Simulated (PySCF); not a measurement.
Input file:

```
{"job": {"kind": "nmr", "xc": "PBE0", "basis": "pcSseg-1", "pop": false}, "charge": 0, "multiplicity": 1}
C     -1.285400    -0.278200     0.143200
C     -0.064100     0.601800    -0.005600
F     -0.160200     1.399800    -1.097400
F      0.076600     1.436700     1.053400
C      1.244800    -0.222600    -0.134900
F      1.419700    -0.995300     0.941500
F      1.183800    -1.033600    -1.195700
F      2.322900     0.540000    -0.266900
H     -1.187400    -0.885700     1.039300
H     -2.164100     0.356900     0.228000
H     -1.381100    -0.917100    -0.731000
```

Launched as:

```sh
OMP_NUM_THREADS=1 python probes_run.py task.json out
```

Geometry: GFN2-xTB, NEB image 0 of 0 to 8.

Computed with PySCF 2.14.0, PBE0/pcSseg-1, SCF density, gas phase, non-relativistic.

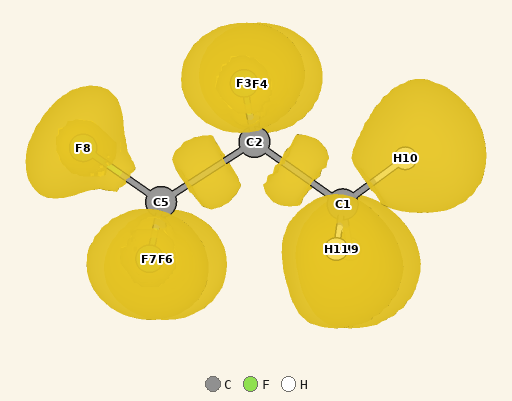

C3H3F5. Isosurface of the ELF at 0.75 (yellow), seen across its widest extent. Only the valence region is drawn (cores and ρ < 0.01 e/Å³ removed).

> Describe the localisation domains.

At this value the surface marks out two regions between bonded C–C atoms (shared pairs), three regions around hydrogen nuclei and five regions on F in which the atom's valence shell and bonds are merged. Along the contacts the grid gives the following. C–F (1.33 Å): the ELF peaks at about 0.85 between the atoms, as expected for a shared but strongly polarised pair. C–C (1.51 Å): the ELF peaks at about 0.95 between the atoms, as expected for a shared electron pair.
